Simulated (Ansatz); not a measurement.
```tsv
atom	x (Å)	y (Å)	z (Å)
H	-0.0689	1.2080	-1.2814
Br	0.7042	-2.6854	-0.2930
Si	-0.1565	0.5971	0.0650
H	0.8153	1.1929	1.0107
H	0.2441	-0.9340	-0.0997
H	-1.5381	0.6215	0.5983
```

The product side of a reaction path; geometry: PBE0-D4/def2-TZVP.

The calculation used UKS PBE0-D4/def2-TZVPP in Ansatz 0.2.0.

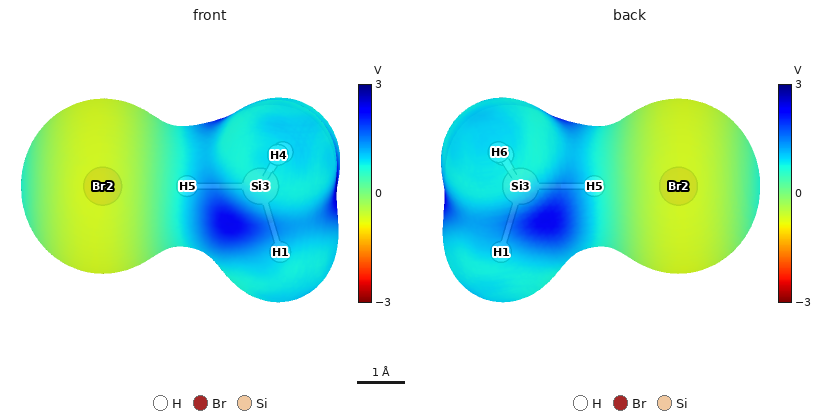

SiH$_{4}$···Br (doublet). The molecular electrostatic potential painted on the density surface at 0.004 e/bohr³, seen from the front and from behind; the colour scale runs from red (negative) to blue (positive).

Question: Which sites attract a positive test charge, and which a negative one?

Answer: A positive charge is drawn to the negative regions and a negative charge to the positive ones. The most negative region (about −0.7 V) lies over Br2, the most positive (about +2.6 V) over Si3.
